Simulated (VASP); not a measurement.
Band structure of Cd$_{3}$MgO$_{4}$ (ordered alloy cell). These are PBEsol GGA, VASP's PBE PAW potentials (set 64) (plane waves; VASP) values and carry that method's errors.

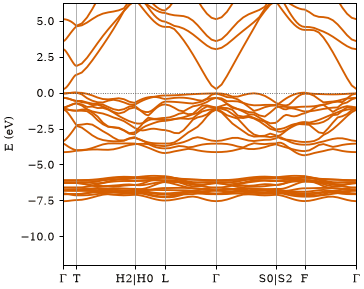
Fig. 1. Bands along high-symmetry lines, zero at the valence-band maximum or, without a gap, the Fermi level

Read the plot: is there a gap, and where are the band edges?

The gap is indirect, 0.25 eV, from the valence maximum at T to the conduction minimum at Γ. (Edges off the drawn lines would not show.)

The structure was generated: Cd3MgO4 was put into an ordered model structure (R-3m), which need not be its known phase. It was relaxed first.
